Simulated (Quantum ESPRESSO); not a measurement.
The Zn K edge of atom 3 in ZnGeO3 (R-3), with 3 O at 2.02 Å and 3 O at 2.34 Å (6-fold, site symmetry 3), was computed in 2 ways: full core hole (charged cell) and no core hole. Program and functional: Quantum ESPRESSO XSpectra, PBEsol, Lorentzian half width 0.83 eV up to 4 eV, rising linearly to 1.75 eV at 25 eV (not a setting of the program: the run's 0.4 eV curve was folded afterwards with a further Lorentzian); cells of 10 atoms.

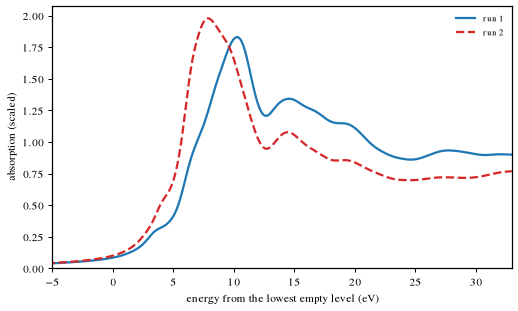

Each run is counted from its own lowest empty level or Fermi level and scaled to a mean of 1 over its first 20 eV. (XSpectra's own axis starts at xe0, in the gap; it has been shifted.)

Question: Which run is which?

Run 1: no core hole (area from −2 to 6 eV 1.8, main maxima 10.2 eV (1.83) and 14.5 eV (1.34)). Run 2: full core hole (charged cell) (area from −2 to 6 eV 2.6, main maxima 7.9 eV (1.98) and 14.4 eV (1.08)). With each curve scaled to its own mean, the area from −2 to 6 eV with the hole is 2.6 against 1.8, and the centre of weight from −1 to 20 eV moves by -1.3 eV: the hole pulls the absorber's empty states down.

[Hosts, paths, dates, database ids (printed as entryN), source tags and the programs' standing remarks are cut or masked in the printed files.]

[Lists of maxima count a maximum above −3 eV only where it reaches 4 % of the highest in the window and stands out from its surroundings by 2 % of it (1.5 % where it reaches 55 %); shoulders and weaker maxima are passed over, and of the rest the first, up to two pre-edge ones and the few strongest are named.]
